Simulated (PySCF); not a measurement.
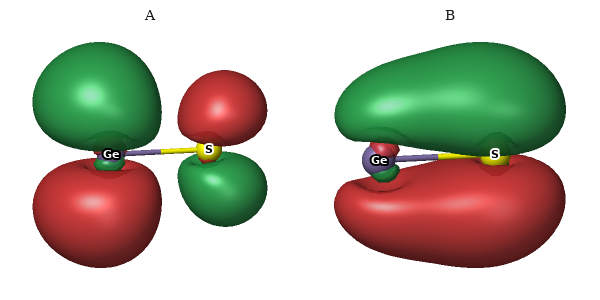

GeS. Two frontier orbitals, each drawn at the value that holds 80 % of its norm (green and red are the two phases), in no order; of a degenerate pair one member is drawn.

The calculation used PySCF 2.14.0, PBE0/def2-TZVPP, non-relativistic Hamiltonian with scalar-relativistic core potentials where named, at a bond length of 2.019 Å.

Q: Name the orbitals and rank them from lowest to highest energy.

A: Orbital B: π, occupied, −7.93 eV; mainly on S (75 %).
Orbital A: π, empty, −2.36 eV; mainly on Ge (75 %).
